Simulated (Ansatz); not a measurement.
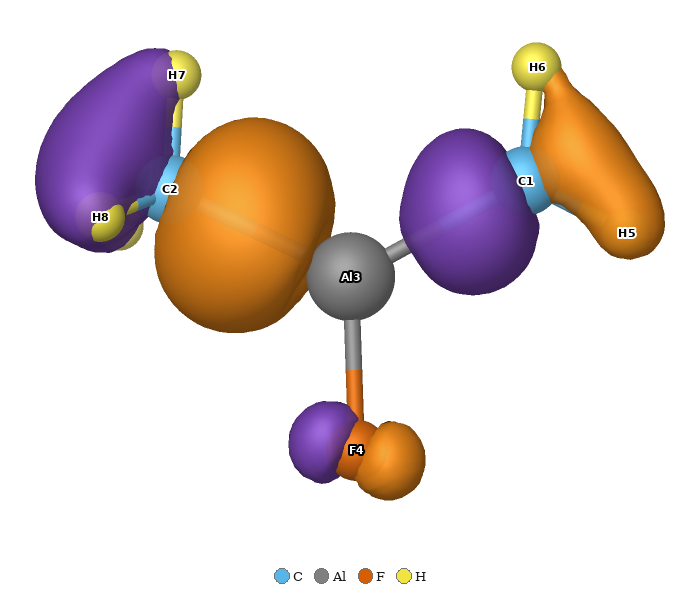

The picture shows: C2H5AlF (SMILES [CH2][Al]([CH3])[F]) (doublet). The HOMO−1 (α) at ±0.15 Å⁻³ᐟ² (orange and purple are the two phases), seen across its widest extent.

Geometry: B3LYP-D3(BJ)/def2-SVP.

Theory: Ansatz, isolated molecule in a Gaussian basis; Kohn-Sham density functional theory, functional PBE0.

```xyz
9

C    -2.6198   -0.6193   -0.4319
C     0.1609    0.3868   -2.1973
Al   -1.0037   -0.9634   -1.4182
F    -0.5776   -2.5717   -1.6134
H    -3.2587   -1.4031   -0.0021
H    -3.0135    0.3872   -0.2314
H    -0.1992    1.4127   -2.0165
H     0.2508    0.2476   -3.2886
H     1.1827    0.3100   -1.7867
```

Question: Describe this orbital and give its energy.

Answer: It lies mainly on C2 (about 40 %), Al3 (about 20 %) and C1 (about 15 %). Its energy is −8.43 eV.
